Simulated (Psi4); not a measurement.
**CH5B (BH2Me): TPSS/def2-TZVP**

What is the vertical ionisation energy of CH5B (BH2Me) at TPSS/def2-TZVP? 

The results are computed with Psi4 1.11.

### Step 1. The system as given

The species is CH5B (7 atoms), meant as a singlet with charge 0. SMILES: `[H]B([H])C`. The coordinates come from a GFN2-xTB relaxation.

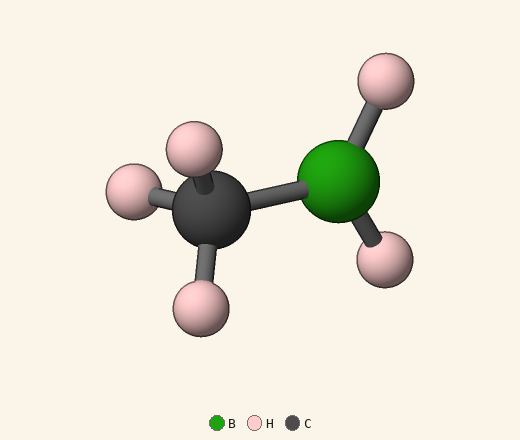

The structure, seen from a chosen angle (boron green, hydrogen pink, carbon dark grey).

### Step 2. Energy and forces at TPSS/def2-TZVP

Input file run.py:

```python
import psi4

psi4.set_memory(1600000000)
psi4.set_num_threads(1)
psi4.set_output_file('output.dat', False)

geom = psi4.geometry("""
0 1
B      0.444840     0.781100     0.006260
H      1.614940     0.782320     0.008990
H     -0.129680     1.798100    -0.061390
C     -0.337160    -0.573970     0.039720
H     -0.405600    -0.929380    -0.991140
H     -1.358290    -0.496260     0.405500
H      0.170950    -1.361910     0.592050
symmetry c1
no_reorient
no_com
""")

psi4.set_options({
    'puream': True,
    'e_convergence': 1e-09,
    'd_convergence': 1e-08,
    'scf_type': 'pk',
    'dft_radial_points': 99,
    'dft_spherical_points': 590,
})

result, w = psi4.gradient('tpss/def2-TZVP', return_wfn=True)
psi4.oeprop(w, 'WIBERG_LOWDIN_INDICES', 'MULLIKEN_CHARGES', 'MAYER_INDICES', title='TPSS')
print('gradient / Eh bohr^-1')
print(result.np.round(6))
print(f'energy = {w.energy():.10f} Eh')
for k, v in sorted(psi4.core.scalar_variables().items()):
    print(f'{k:45s} {v:18.10f}')
```

Run with:

```console
$ python run.py
```

output.dat:

```text
[...]
  Running in c1 symmetry.
[...]
  Nuclear repulsion =   31.931012594416508
[...]
  Multiplicity = 1
[...]
  Nalpha       = 8
  Nbeta        = 8
[...]
    Number of basis functions: 92
[...]
   @RKS iter   1:   -65.62355045985090   -3.13988e-01   9.04771e-03 ADIIS/DIIS
[...]
   @RKS iter  10:   -65.97942724121513   -1.76215e-12   9.46902e-09 DIIS
[...]
    Orbital Energies [Eh]
    ---------------------
    Doubly Occupied:
       1A     -9.962543     2A     -6.588771     3A     -0.651711
       4A     -0.447038     5A     -0.377134     6A     -0.367004
       7A     -0.297800     8A     -0.291718
[...]
  @RKS Final Energy:   -65.97942724121513
   => Energetics <=
    Nuclear Repulsion Energy =             31.9310125944165080
    One-Electron Energy =                -150.0266799025708622
    Two-Electron Energy =                  63.5036348389755148
    DFT Exchange-Correlation Energy =     -11.3873947720362860
    Empirical Dispersion Energy =           0.0000000000000000
    VV10 Nonlocal Energy =                  0.0000000000000000
    Total Energy =                        -65.9794272412151344
[...]
 Multipole Moments:
 ------------------------------------------------------------------------------------
     Multipole            Electronic (a.u.)      Nuclear  (a.u.)        Total (a.u.)
 ------------------------------------------------------------------------------------
 L = 1.  Multiply by 2.5417464519 to convert [e a0] to [Debye]
 Dipole X            :         -0.2889740            0.1768028           -0.1121713
 Dipole Y            :         -0.6922221            0.4810298           -0.2111923
 Dipole Z            :         -0.4488713            0.4225995           -0.0262718
 Magnitude           :                                                    0.2405718
[...]
  -Total Gradient:
     Atom            X                  Y                   Z
    ------   -----------------  -----------------  -----------------
       1        0.008080799818     0.014135627820    -0.000107071176
       2       -0.013423903932    -0.000908875933     0.000131793049
       3        0.005742928918    -0.012079427960     0.000971653716
       4       -0.002101277547    -0.006579096980    -0.006944683140
       5       -0.000078914238     0.002092654835     0.007872421190
       6        0.005506377896    -0.000935349419    -0.000484132055
       7       -0.003725752042     0.004274884733    -0.001440161866
[...]
  Mulliken Charges: (a.u.)
   Center  Symbol    Alpha    Beta     Spin     Total
       1     B     2.50474  2.50474  0.00000 -0.00948
       2     H     0.49601  0.49601  0.00000  0.00798
       3     H     0.49549  0.49549  0.00000  0.00902
       4     C     3.19815  3.19815  0.00000 -0.39630
       5     H     0.43278  0.43278  0.00000  0.13444
       6     H     0.43690  0.43690  0.00000  0.12619
       7     H     0.43593  0.43593  0.00000  0.12814
   Total alpha =  8.00000, Total beta =  8.00000, Total charge =  0.00000
  Mayer Bond Indices:
[...]
```

On the terminal:

```text
gradient / Eh bohr^-1
[[ 8.0810e-03  1.4136e-02 -1.0700e-04]
 [-1.3424e-02 -9.0900e-04  1.3200e-04]
 [ 5.7430e-03 -1.2079e-02  9.7200e-04]
 [-2.1010e-03 -6.5790e-03 -6.9450e-03]
 [-7.9000e-05  2.0930e-03  7.8720e-03]
 [ 5.5060e-03 -9.3500e-04 -4.8400e-04]
 [-3.7260e-03  4.2750e-03 -1.4400e-03]]
energy = -65.9794272412 Eh
CURRENT ENERGY                                    -65.9794272412
CURRENT REFERENCE ENERGY                          -65.9794272412
DD SOLVATION ENERGY                                 0.0000000000
DFT FUNCTIONAL TOTAL ENERGY                       -65.9794272412
DFT TOTAL ENERGY                                  -65.9794272412
DFT VV10 ENERGY                                     0.0000000000
DFT XC ENERGY                                     -11.3873947720
GRID ELECTRONS ALPHA                                7.9999999867
GRID ELECTRONS BETA                                 7.9999999867
GRID ELECTRONS TOTAL                               15.9999999734
NUCLEAR REPULSION ENERGY                           31.9310125944
ONE-ELECTRON ENERGY                              -150.0266799026
PCM POLARIZATION ENERGY                             0.0000000000
PE ENERGY                                           0.0000000000
SCF ITERATION ENERGY                              -65.9794272412
SCF ITERATIONS                                     10.0000000000
SCF TOTAL ENERGY                                  -65.9794272412
TWO-ELECTRON ENERGY                                63.5036348390
XC GRID RADIAL POINTS                              99.0000000000
XC GRID SPHERICAL POINTS                          590.0000000000
XC GRID TOTAL POINTS                           391265.0000000000
```

Run time: 70 s. Hardware: 1 thread of AMD EPYC 7R43 (Zen 3), shared host; peak memory 0.84 GiB.

### Step 3. The doublet cation at the same level

Input file calc.in:

```
memory 1600 mb

molecule {
  1 2
  B      0.444840     0.781100     0.006260
  H      1.614940     0.782320     0.008990
  H     -0.129680     1.798100    -0.061390
  C     -0.337160    -0.573970     0.039720
  H     -0.405600    -0.929380    -0.991140
  H     -1.358290    -0.496260     0.405500
  H      0.170950    -1.361910     0.592050
  symmetry c1
}

set basis def2-TZVP
set reference uks
set puream true
set e_convergence 1e-09
set d_convergence 1e-08
set scf_type pk
set dft_radial_points 99
set dft_spherical_points 590
set maxiter 200

energy_value = gradient("tpss")
print_variables()
```

Run with:

```console
$ psi4 -i calc.in -o calc.out -n 1
```

calc.out (excerpt; [...] marks lines left out):

```text
[...]
  Running in c1 symmetry.
[...]
  Nuclear repulsion =   31.931012594416508
[...]
  Multiplicity = 2
[...]
  Nalpha       = 8
  Nbeta        = 7
[...]
    Number of basis functions: 92
[...]
   @UKS iter   1:   -65.27766069939867    3.19021e-02   8.22417e-03 ADIIS/DIIS
[...]
   @UKS iter  17:   -65.55420245239658   -1.79057e-12   2.95668e-09 DIIS
[...]
   @S^2 Observed:                7.551115726E-01
[...]
  @UKS Final Energy:   -65.55420245239658
   => Energetics <=
    Nuclear Repulsion Energy =             31.9310125944165080
    One-Electron Energy =                -145.3832300710770085
    Two-Electron Energy =                  58.9377928123329866
    DFT Exchange-Correlation Energy =     -11.0397777880690615
    Empirical Dispersion Energy =           0.0000000000000000
    VV10 Nonlocal Energy =                  0.0000000000000000
    Total Energy =                        -65.5542024523965807
[...]
 Multipole Moments:
 ------------------------------------------------------------------------------------
     Multipole            Electronic (a.u.)      Nuclear  (a.u.)        Total (a.u.)
 ------------------------------------------------------------------------------------
 L = 1.  Multiply by 2.5417464519 to convert [e a0] to [Debye]
 Dipole X            :          0.8187313           -0.6240675            0.1946638
 Dipole Y            :          1.5132970           -1.1391485            0.3741485
 Dipole Z            :          0.1258544           -0.1155367            0.0103177
 Magnitude           :                                                    0.4218858
[...]
  -Total Gradient:
     Atom            X                  Y                   Z
    ------   -----------------  -----------------  -----------------
       1        0.048805332081     0.099693481635    -0.006337216862
       2       -0.037325092073    -0.020003423484     0.001234931956
       3        0.004836263824    -0.042815662612     0.002709206397
       4       -0.036046583827    -0.058404051191     0.029593786036
       5        0.002527568979     0.000190564622     0.010280107880
       6        0.020124932238     0.007132207213    -0.015626790983
       7       -0.002922300054     0.014207019756    -0.021854759726
[...]
```

Wall time 3.3 min (1 thread of AMD EPYC 7R43 (Zen 3), shared host); peak memory 0.84 GiB.

### Step 4. Outcome

Level: TPSS/def2-TZVP.

| quantity | value |
| --- | --- |
| singlet CH5B: total energy | -65.97943 Eh |
| singlet CH5B: dipole moment | 0.61 D |
| singlet CH5B: HOMO energy | -7.94 eV |
| singlet CH5B: LUMO energy | -2.04 eV |
| singlet CH5B: HOMO–LUMO gap | 5.89 eV |
| singlet CH5B: largest force on an atom | 0.837 eV/Å |
| doublet cation: total energy | -65.55420 Eh |
| doublet cation: HOMO energy (highest over α and β) | -15.71 eV |
| doublet cation: LUMO energy (lowest over α and β) | -15.18 eV |
| doublet cation: ⟨S²⟩ | 0.755 |
| doublet cation: largest force on an atom | 5.717 eV/Å |
| vertical ionisation energy (to the doublet cation) | 11.571 eV |

The vertical ionisation energy comes to 11.57 eV (267 kcal/mol). The largest force (singlet CH5B) is 0.84 eV/Å: the shape isn't a stationary point for this species at this level. The negative HOMO energy of the first species, 7.94 eV, lies 3.63 eV below that difference.
